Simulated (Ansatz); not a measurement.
# Calculations on GaH$_{2}$Cl$_{2}$F

**1. Relaxation**

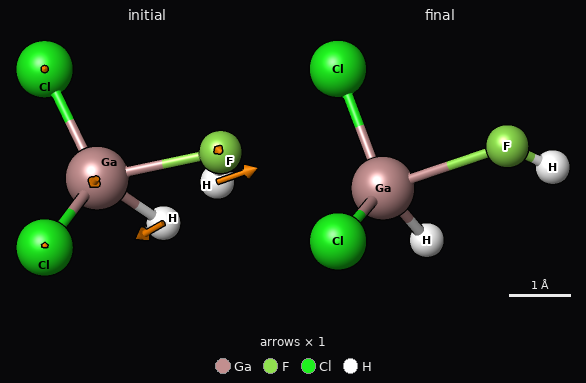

The structure of GaH$_{2}$Cl$_{2}$F (started from a transition state, displaced along its imaginary mode) before (left) and after (right) a relaxation, at one scale. The orange arrows give the displacements, at their true length.

Style: ball-and-stick. Shown from a free direction.

Level of theory: RKS PBE0-D4/def2-TZVP in Ansatz 0.2.0. Settings: force threshold 0.005 eV/Å; at most 200 steps.

What changed between the two?

Answer. The energy falls by 139.2 kJ/mol in 10 geometry steps. The largest force component goes from 12 to 0.001 eV/Å. The atom that moves furthest after the best rigid fit is an H atom (0.80 Å). By element the largest moves are H 0.80 Å, Ga 0.29 Å, F 0.19 Å, Cl 0.10 Å. Among the contacts that change: F–Ga 2.140 → 2.324 Å, F–H 0.788 → 0.926 Å, Ga–H 1.613 → 1.552 Å, Cl–Ga 2.122 → 2.138 Å. Bond angles that change, for instance: Cl–Ga–Cl 123.3° → 115.5°, Cl–Ga–H 117.1° → 121.4°.

**2. Relaxation**

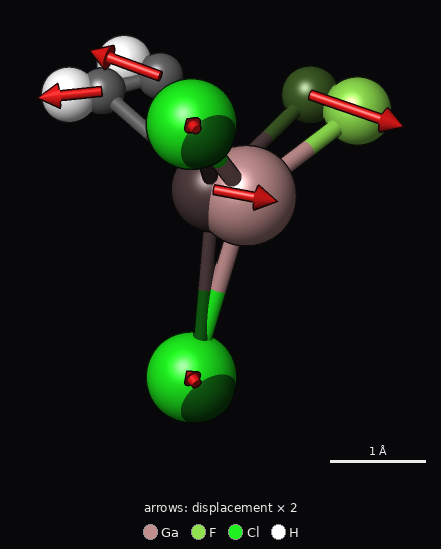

A relaxation of GaH$_{2}$Cl$_{2}$F (started from a transition state, displaced along its imaginary mode). The starting structure is drawn faded, the final one solid; red arrows show the displacements, 2 times their true length. The two geometries are superimposed by the best rigid fit.

A ball-and-stick model, seen from a free direction.

Computed with RKS PBE0-D4/def2-TZVP in Ansatz 0.2.0. (force threshold 0.005 eV/Å; at most 200 steps)

Question: What did the optimiser do to the structure, and how much energy did it gain?

Answer: After 9 geometry steps the energy has fallen by 86.3 kJ/mol. The largest force component goes from 4.1 to 0.0014 eV/Å. The atom that moves furthest after the best rigid fit is the F atom (0.55 Å). By element the largest moves are F 0.55 Å, H 0.43 Å, Ga 0.35 Å, Cl 0.11 Å. Among the contacts that change: Ga–H 1.810 → 2.385 Å, Ga–H 1.899 → 2.412 Å, H–H 0.654 → 0.754 Å, F–Ga 1.761 → 1.738 Å. Bonds break, among them: Ga–H (1.81 → 2.39 Å). Among the angles between lasting bonds that change: F–Ga–Cl 116.1° → 118.4°. The run took 49 s on 4 threads of Intel Xeon @ 2.50GHz, with other jobs on the host.

**3. Reaction**

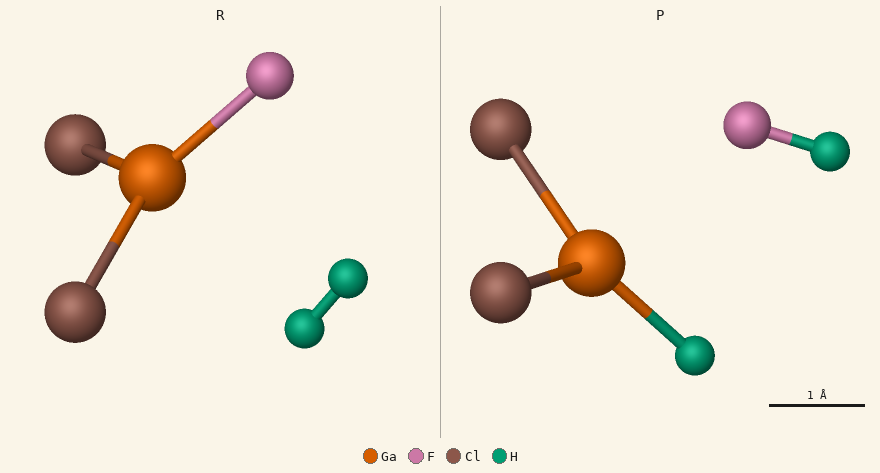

Reactant (R) and product (P) of one elementary step of GaH2Cl2F. Style: ball-and-stick. Shown from a free direction.

Stationary points at PBE0-D4/def2-TZVP, single-point energies with CCSD(T)/CBS (def2-TZVPP where no basis is named; Ansatz 0.2.0). The energies are electronic, without zero-point or thermal terms, and both ends are the relaxed geometries reached downhill from the saddle, with any fragments still in contact. CCSD(T)/CBS stands for a frozen-core estimate: MP2 correlation extrapolated from def2-TZVPP and def2-QZVPP, CCSD(T) minus MP2 from the smaller set.

### What is the transition state like, and how high is the barrier?

Counted by bonded pieces, R holds GaCl₂F + H₂ and P holds GaHCl₂ + HF. From R over the saddle to P, bonds form: Ga–H (2.41 → 1.75 → 1.55 Å), F–H (2.56 → 1.20 → 0.93 Å). Bonds break: F–Ga (1.74 → 1.95 → 2.32 Å), H–H (0.75 → 1.03 → 2.83 Å). The saddle has one imaginary mode, 1108i cm⁻¹. The end P keeps a soft imaginary mode of 114i cm⁻¹, so it isn't quite a minimum. With CCSD(T)/CBS the barrier is 26.7 kcal/mol from R and 19.7 kcal/mol from P, and P lies 6.9 kcal/mol above R.

The saddle point in the same view, with dashed sticks for the bonds that form or break:

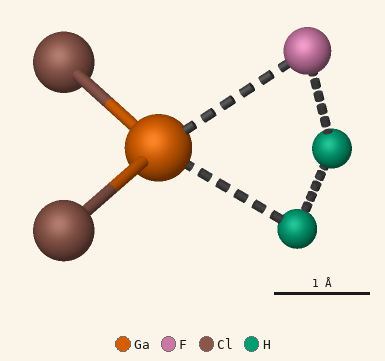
